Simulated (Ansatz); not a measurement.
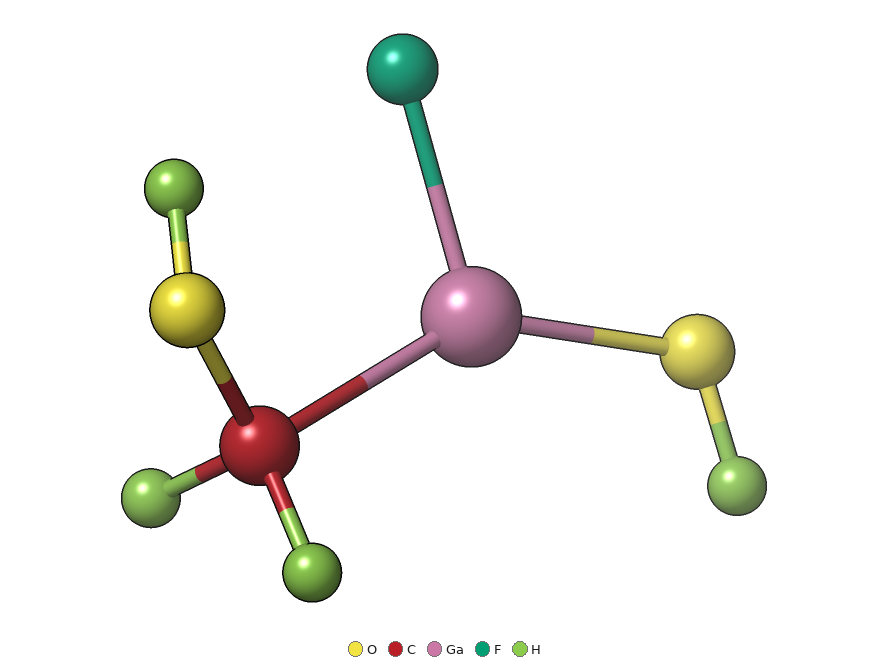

The geometry was computed by an optimisation with PBE-D4/def2-SVP. No frequency run is at hand to confirm it as a minimum.

Give the structural formula.

SMILES: O[CH2][Ga]([OH])[F]

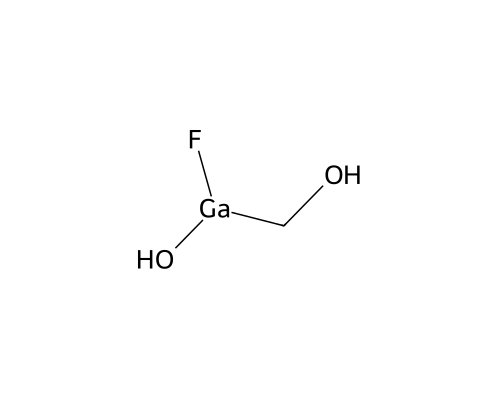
